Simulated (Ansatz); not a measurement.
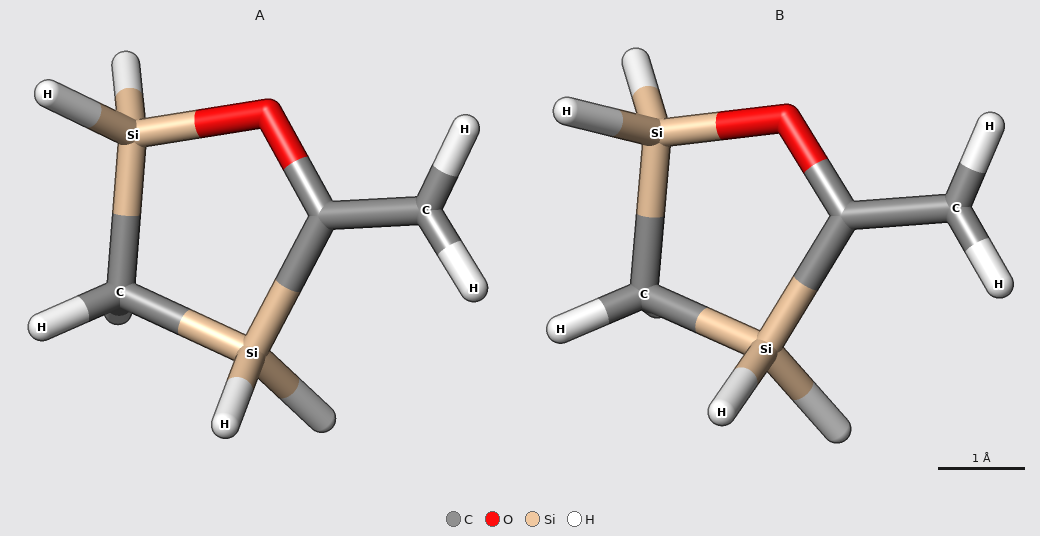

Two geometries of C$_{3}$H$_{8}$OSi$_{2}$, drawn at one scale. One is the start of a relaxation, the other its converged end. A stick model, seen from a free direction.

These are results of Ansatz 0.2.0, UKS PBE0-D4/STO-3G, not measurements. Settings: collinear spin; force threshold 0.02 eV/Å; at most 40 steps.

Which one is relaxed?

Structure A is the relaxed one. The run prepares the start of a later molecular dynamics calculation, from a guessed geometry. Over 9 geometry steps the energy falls by 0.697 eV. Largest force component: 4.5 eV/Å at the start, 0.011 eV/Å at the end. The forces were under the threshold at step 5, but the run went on from there. The largest move after the best rigid fit is that of an H atom, 0.35 Å. By element the largest moves are H 0.35 Å, C 0.15 Å, Si 0.12 Å, O 0.07 Å. Some distances before and after: H–Si 1.546 → 1.448 Å, O–Si 1.659 → 1.735 Å, H–Si 1.519 → 1.445 Å, C–Si 1.941 → 1.871 Å. Bond angles that change, for instance: O–Si–H 114.7° → 107.1°, Si–C–Si 97.4° → 103.9°, C–Si–H 106.7° → 112.3°.

Limits of the set-up: STO-3G is a minimal basis, so the numbers are rough.
